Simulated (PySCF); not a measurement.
## A study: CH₃Cl₃Sn, SMILES `C[Sn](Cl)(Cl)Cl`

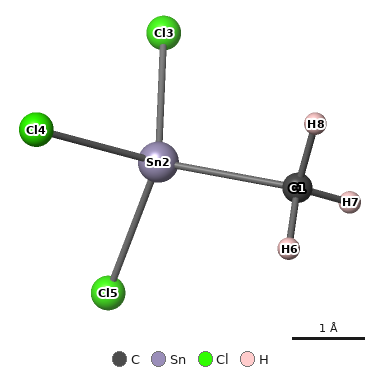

The molecule, with its atoms numbered as below. No frequency check shows the geometry to be a minimum.

Geometry (Å), atoms numbered from 1:

```
C1       0.0057   -0.0024    2.4388
Sn2      0.0005    0.0000    0.2206
Cl3     -1.2197    1.7722   -0.6630
Cl4     -0.9277   -1.9401   -0.6651
Cl5      2.1427    0.1688   -0.6692
H6       0.5923   -0.8499    2.7632
H7       0.4523    0.9292    2.7641
H8      -1.0248   -0.0812    2.7662
```

## 1. Bonding charge

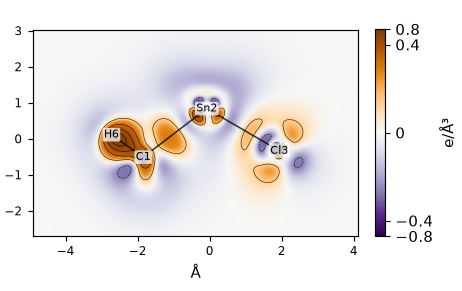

Deformation density (molecule less spherical, spin-averaged free atoms) in the plane of C1, Sn2, Cl3 and H6; colour scale in e/Å³, logarithmic beyond ±0.1; orange: gain, purple: loss.

PySCF calculation, BP86/def2-SVPD, gas phase; geometry: GFN2-xTB. Core potentials replace the inner electrons of Sn; spin–orbit coupling isn't included.

**Describe the bonding that the map shows.**

C1–H6: +0.67 e/Å³ at the bond critical point (bond length 1.08 Å). C1–Sn2: +0.11 e/Å³ at the bond critical point (bond length 2.22 Å). Sn2–Cl3: +0.02 e/Å³ at the bond critical point (bond length 2.33 Å). In all, 1.7 electrons gather in the regions of gain relative to the promolecule. A small or negative value marks a very polar bond, one between electron-rich atoms, whose free-atom densities already overlap strongly, a long bond to a heavier atom, or a closed-shell contact such as a hydrogen bond.

## 2. Bond critical points

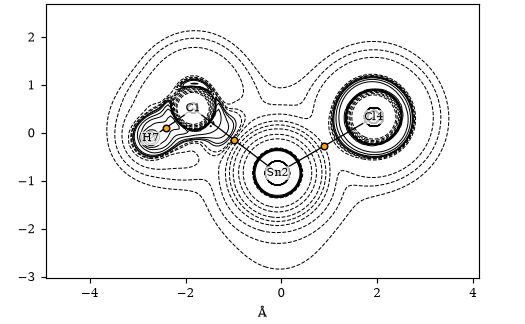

Negative Laplacian of the density (−∇²ρ) in the plane of C1, Sn2, Cl4 and H7 (solid lines positive, dashed lines negative, contours at ±0.02 to ±8 a.u.), with bond paths and bond critical points (dots).

**At which bond critical points in this plane is charge locally concentrated, and at which depleted?**

Concentrated (∇²ρ < 0): C1–H7 (−1.03 a.u.). Depleted (∇²ρ > 0): C1–Sn2 (+0.07 a.u., H = −0.034); Sn2–Cl4 (+0.21 a.u., H = −0.019).

**Where along C1–H7 does the critical point lie?**

0.69 Å from C1 and 0.39 Å from H7.

## 3. Local ionisation energy

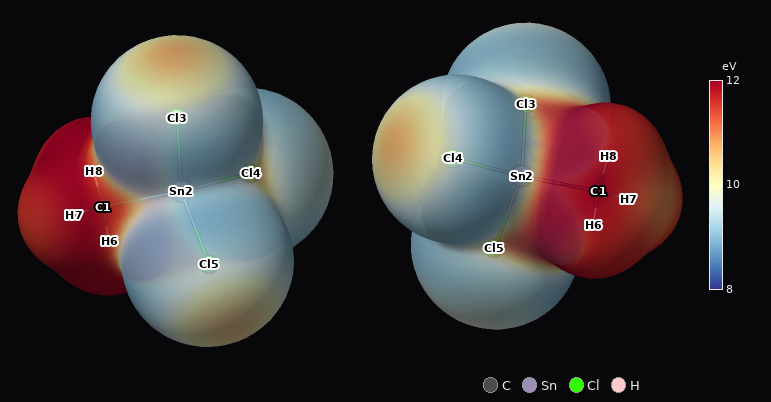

Average local ionisation energy on the surface of electron density 0.001 a.u. (back view left, front view right).

**Locate the minima of the map.**

The lowest value is 8.9 eV, 2.1 Å from Cl4, and at like points elsewhere. Further minima include 8.9 eV, 2.1 Å from Cl5. For comparison, the highest occupied orbital lies at −7.9 eV.

## 4. Excited states

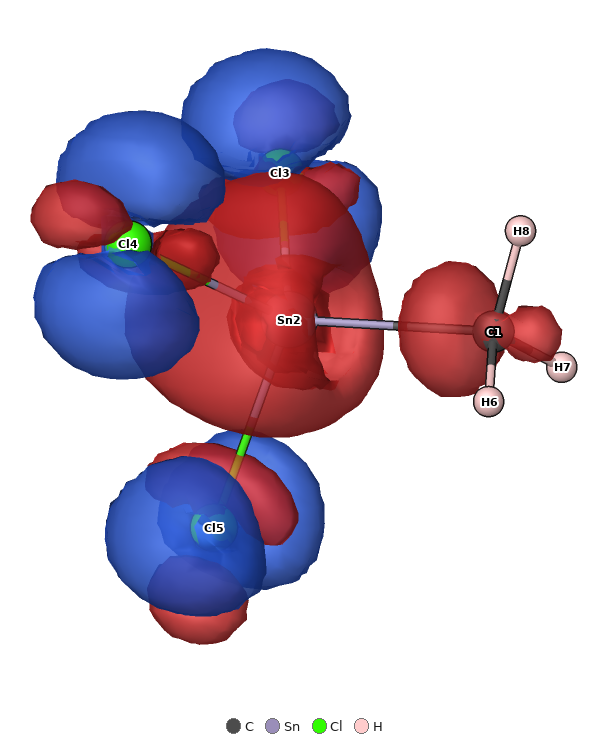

Unrelaxed difference density of S₁ less the ground state (TDHF singlet states), ±0.02 e/Å³; red: gain, blue: loss.

PySCF calculation, HF/def2-SVPD, gas phase; geometry: GFN2-xTB. Core potentials replace the inner electrons of Sn; spin–orbit coupling isn't included.

**How does the charge move on excitation?**

0.74 e is displaced in all, of which about 0.4 e passes between atoms: Cl3, Cl4 and Cl5 (0.15 e each) lose electrons and Sn2 (0.34 e) and C1 (0.08 e) gain them. The state: 7.37 eV (168 nm), f = 0.000 (dark); the leading pair carries 82 %; hole on Cl3, Cl4 and Cl5 (32 % each) and Sn2 (5 %), electron on Sn2 (39 %), Cl3, Cl4 and Cl5 (17 % each) and C1 (8 %) (shares are of the whole state, not of the leading pair alone); their centroids lie 0.5 Å apart; S₂ lies within 0.1 eV of it.

## 5. In an electric field

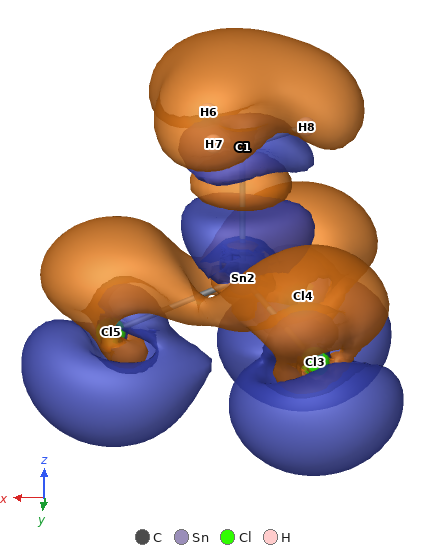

Change of the electron density in a uniform field of 0.41 V/Å, surfaces at ±0.0015 e/Å³ (orange: gain, blue: loss).

PySCF calculation, B3LYP/def2-SVPD, gas phase; geometry: GFN2-xTB. Core potentials replace the inner electrons of Sn; spin–orbit coupling isn't included.

**Along which Cartesian direction does the field point?**

Along −z: electrons gather on the +z side, against the field.

**What dipole is induced, and what polarisability does it imply?**

The induced dipole is 2.01 D (along the field); α along this axis, from the fields in both directions, is 99 bohr³ (14.7 Å³).

**Which atoms gain and lose the most charge?**

Electrons gather most on C1 (Hirshfeld charge changes by −0.022 e) and leave Cl3, Cl4 and Cl5 alike most (+0.022 e); 0.158 electrons are displaced in all.

## 6. Removing or adding an electron

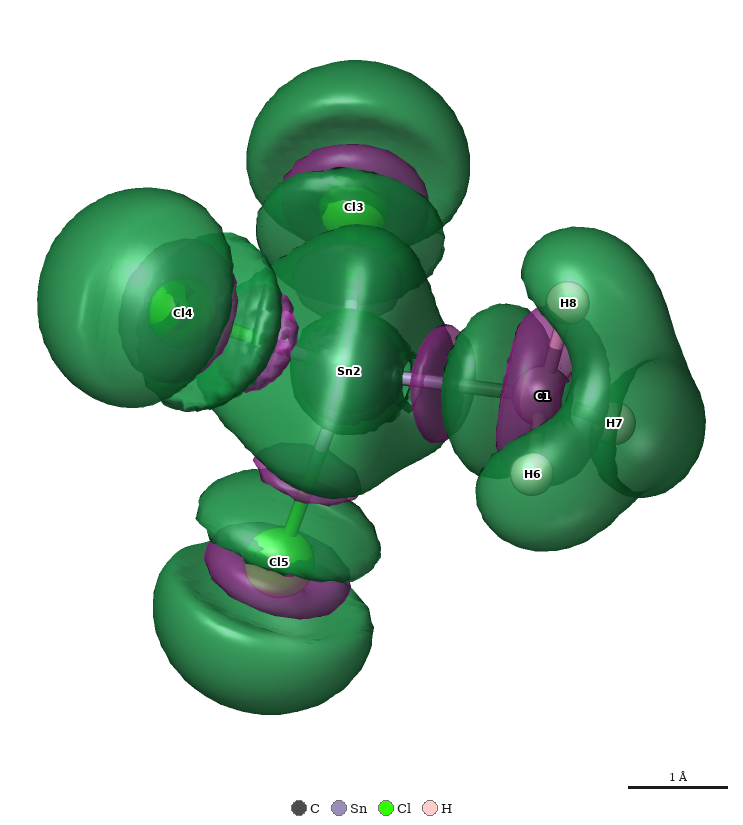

Fukui function f⁺ = ρ(N+1) − ρ(N) at fixed geometry, surfaces at ±0.01 e/Å³ (green positive, purple negative).

Level of theory: TPSSh/def2-SVP (PySCF), at a geometry from GFN2-xTB. Core potentials replace the inner electrons of Sn; spin–orbit coupling isn't included.

**Which atoms respond most to the addition of an electron?**

f⁺ (Hirshfeld-condensed) is largest on Sn2 (0.21) and Cl3, Cl4 and Cl5 (0.18 each); the vertical electron affinity is 0.26 eV (the stability of the anion's solution wasn't checked; the anion's highest orbital has positive energy, so this value and f⁺ depend on the basis). Condensed values hint at sites of nucleophilic attack but needn't mark the atom that reacts. Shares this close don't rank the sites. Orbital relaxation makes it negative in places (0.14 e in all).
